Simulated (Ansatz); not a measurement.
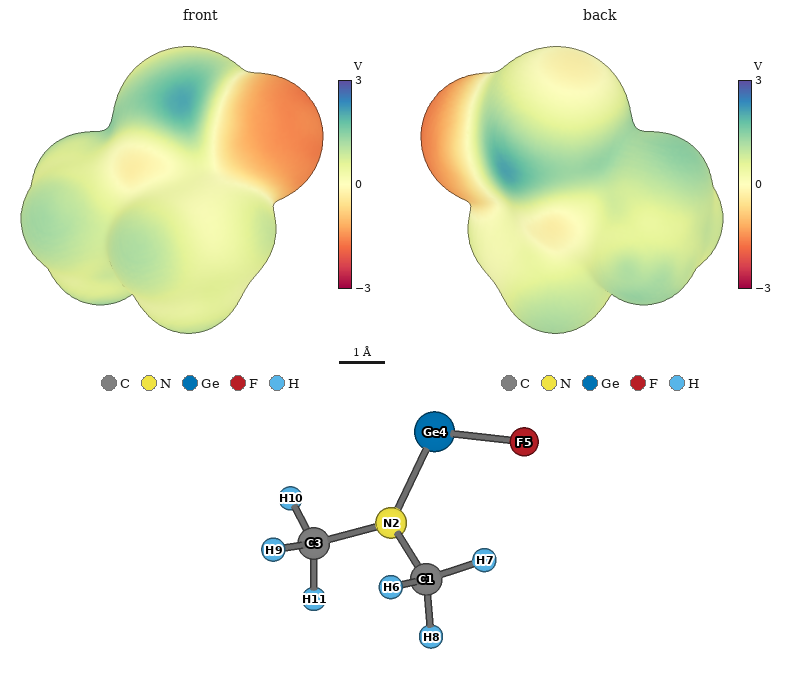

Figure. C₂H₆FGeN (SMILES C[N](C)[Ge][F]). The molecular electrostatic potential painted on the density surface at 0.004 e/bohr³, seen from the front and from behind; red is negative and blue positive. The bare structure is drawn below in the same view.

Geometry: PBE0-D4/def2-TZVP.

Level of theory: RKS PBE0-D4/def2-TZVPP in Ansatz.

The calculation's input:

```
crystal:
  periodic: [false, false, false]
  atoms:
    - {symbol: C, position_ang: [-0.930645, 0.657870, -0.224342]}
    - {symbol: N, position_ang: [0.338068, 0.056680, 0.103781]}
    - {symbol: C, position_ang: [0.352355, -1.381550, 0.004556]}
    - {symbol: Ge, position_ang: [1.856363, 0.926195, 0.609712]}
    - {symbol: F, position_ang: [1.189081, 2.566902, 0.531464]}
    - {symbol: H, position_ang: [-1.224300, 0.414897, -1.253759]}
    - {symbol: H, position_ang: [-0.867980, 1.740558, -0.124945]}
    - {symbol: H, position_ang: [-1.722093, 0.287975, 0.440263]}
    - {symbol: H, position_ang: [0.115389, -1.715329, -1.013778]}
    - {symbol: H, position_ang: [1.340150, -1.774033, 0.265400]}
    - {symbol: H, position_ang: [-0.380890, -1.837066, 0.682349]}
basis:
  gaussian: {orbitals: def2-TZVPP}
hamiltonian: {xc: pbe0, dispersion: d4}
output: {orbitals: {seedname: orbitals}}
```

Launched as:

```sh
ansatz run in.yaml --threads 4 --pin off --events-out ev --progress --plain --max-ram 10444MiB
```

> Where is the surface potential most negative and most positive?

The most negative region (about −1.6 V, or −37 kcal/mol for a unit charge) lies over F5, the most positive (about +2.0 V, or +46 kcal/mol for a unit charge) over Ge4.
